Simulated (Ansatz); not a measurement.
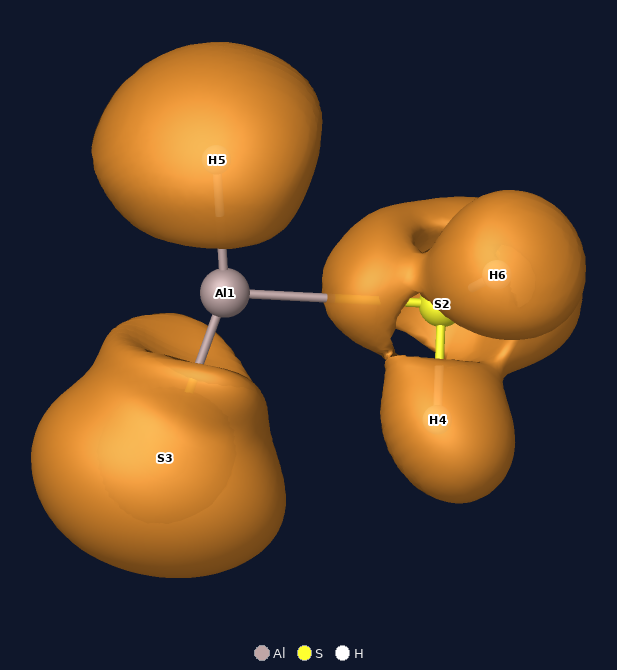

AlH$_{3}$S$_{2}$. Isosurface of the ELF at 0.75 (orange), seen at a tilt. Core shells and regions of very low density are left out.

The product side of a reaction path; geometry: PBE0-D4/def2-TZVP.

Computed with Ansatz 0.2.0, RKS PBE0-D4/def2-TZVPP.

Input file:

```
crystal:
  periodic: [false, false, false]
  atoms:
    - {symbol: Al, position_ang: [-1.173496, -0.113708, -0.363464]}
    - {symbol: S, position_ang: [1.177798, 0.736318, 0.100390]}
    - {symbol: S, position_ang: [-0.865323, -1.736984, -1.534692]}
    - {symbol: H, position_ang: [1.613174, -0.523443, -0.081714]}
    - {symbol: H, position_ang: [-2.017590, 0.951598, 0.436554]}
    - {symbol: H, position_ang: [1.265437, 0.686320, 1.443028]}
basis:
  gaussian: {orbitals: def2-TZVPP}
hamiltonian: {xc: pbe0, dispersion: d4}
output: {orbitals: {seedname: orbitals}}
```

Run with:

```sh
ansatz run in.yaml --threads 2 --pin off --events-out ev --progress --plain --max-ram 4352MiB
```

Describe the localisation domains.

The surface consists of one region around a hydrogen nucleus, one region on S in which the atom's valence shell and bonds are merged and one joined region spread over several atoms (H, S), in which their bonds and any lone pairs are merged.

Values along the shortest contacts:
Al–S (2.03 Å): the ELF peaks at about 0.80 in the valence shell of S, 0.9 Å from its nucleus, and is about 0.80 at the midpoint. S–H (1.35 Å): the ELF climbs to about 1 towards the hydrogen, as it does in any bond to H.
